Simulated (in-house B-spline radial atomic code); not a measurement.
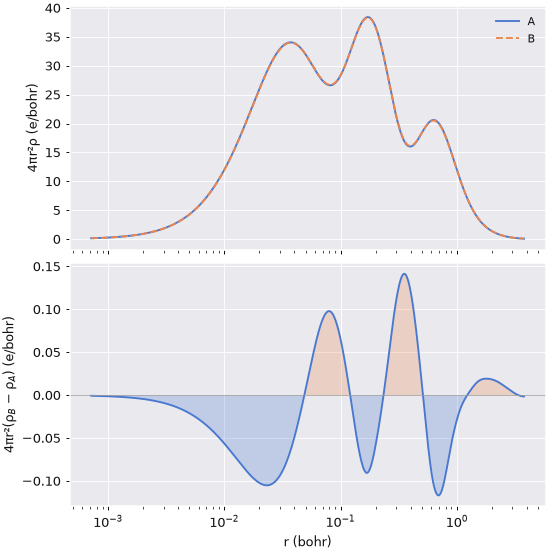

The nickel ion Ni⁺ in [Ar] 3d9 (high spin) was computed by two methods: LDA (VWN5); revTPSS. Both runs are scalar-relativistic, spin-polarised and spherical. Computed with an in-house B-spline radial code.

The plot shows both radial densities and the radial density of run B less that of run A; on the logarithmic r axis, areas aren't charges.

A is revTPSS and B is LDA (VWN5).

Where does the charge move between the methods?

Answer. B holds 0.051 electrons more than A where the difference is positive (most at r = 0.35 bohr) and as many fewer where it is negative (most at r = 0.69 bohr), out of 27 electrons.
